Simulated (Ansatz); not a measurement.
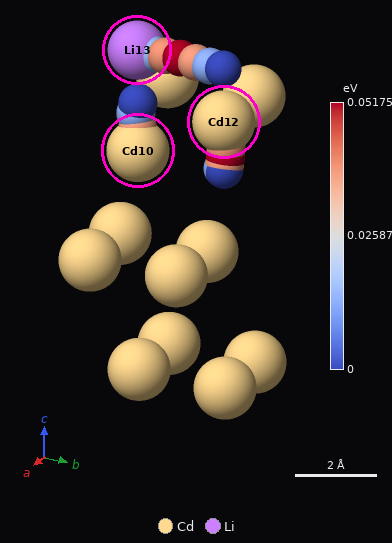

A nudged-elastic-band calculation for Li on Cd(0001) (13 atoms in the cell). Images are numbered from 0 (start) to 6 (end). The start is drawn whole; smaller spheres mark the moving atoms (Cd, Li) in the later images, joined by lines and coloured by the energy of the image relative to the start. The picture is a spheres-only view of the simulation cell, with the vacuum cut short (origin moved), seen slightly off an axis. The atoms that move most are ringed.

The calculation used Ansatz 0.2.0, DFT PBE, scalar-relativistic, plane waves, PAW.

The input:
```yaml
crystal:
  lattice:
    - [5.96, 0.0, 0.0]
    - [2.98, 5.161511, 0.0]
    - [0.0, 0.0, 18.62028]
  atoms:
    - { symbol: Cd, position: [0.0, 0.0, 0.0537049] }
    - { symbol: Cd, position: [0.5, 0.0, 0.0537049] }
    - { symbol: Cd, position: [0.0, 0.5, 0.0537049] }
    - { symbol: Cd, position: [0.5, 0.5, 0.0537049] }
    - { symbol: Cd, position: [-0.1628403, 0.33418935, 0.22227398] }
    - { symbol: Cd, position: [0.33538025, 0.33755172, 0.22012509] }
    - { symbol: Cd, position: [-0.15992248, 0.8328449, 0.21823331] }
    - { symbol: Cd, position: [0.33541744, 0.83282978, 0.21904693] }
    - { symbol: Cd, position: [0.01215529, -0.00405208, 0.41819949] }
    - { symbol: Cd, position: [0.50955381, -0.00368741, 0.35272707] }
    - { symbol: Cd, position: [0.01076396, 0.49810962, 0.4175507] }
    - { symbol: Cd, position: [0.51059111, 0.49623044, 0.41752877] }
    - { symbol: Li, position: [0.51661526, -0.00506944, 0.49017618] }
basis:
  ecutwfc: 420.0
kpoints:
  mp_grid: { grid: [3, 3, 1] }
hamiltonian:
  xc: pbe
scf:
  occupations: { method: gaussian, width: 0.05 }
  lower_state_search: "off"
neb:
  images: 5
  f_tol: 0.05
  initial_path: idpp
  max_iterations: 72
  constraints: [{ sites: [0, 1, 2, 3] }]
  final_atoms:
    - { symbol: Cd, position: [0.0, 0.0, 0.0537049] }
    - { symbol: Cd, position: [0.5, 0.0, 0.0537049] }
    - { symbol: Cd, position: [0.0, 0.5, 0.0537049] }
    - { symbol: Cd, position: [0.5, 0.5, 0.0537049] }
    - { symbol: Cd, position: [-0.1599225, 0.33284494, 0.21823331] }
    - { symbol: Cd, position: [0.33541742, 0.33282982, 0.21904693] }
    - { symbol: Cd, position: [-0.16284032, 0.83418939, 0.22227398] }
    - { symbol: Cd, position: [0.33538023, 0.83755176, 0.22012509] }
    - { symbol: Cd, position: [0.01076394, -0.00189034, 0.4175507] }
    - { symbol: Cd, position: [0.51059109, -0.00376952, 0.41752877] }
    - { symbol: Cd, position: [0.01215527, 0.49594796, 0.41819949] }
    - { symbol: Cd, position: [0.50955379, 0.49631263, 0.35272707] }
    - { symbol: Li, position: [0.51661524, 0.4949306, 0.49017618] }
  order_check: true
```

Launched with:
```bash
ansatz run input.yaml --threads 4 --pin off --max-ram 10240MiB --backend cpu --events-out ev --progress --plain --runs-dir out
```

Question: What moves, how far, and at what cost in energy?

Answer: The Li atom travels furthest, 2.98 Å from end to end, on a straight line. At the highest image its nearest neighbour (Cd) is 2.74 Å away, against 2.56 Å at the start, and the surrounding atoms stand up to 0.30 Å off the mean of their end positions. The two ends have the same energy, and the highest point, image 3, lies 0.052 eV above the start. The band converged in 5 iterations. The largest component of the band force went from 0.51 to 0.015 eV/Å. The climbing image converged on the top of the path. A check of its curvatures didn't confirm a first-order saddle.

Limits of the set-up: the periodic images lie only 6.0 Å apart, so the values are limited by the cell's size.

The run took 14 min on 4 threads of Arm Neoverse V1, on a shared host, peak memory 3.8 GiB.
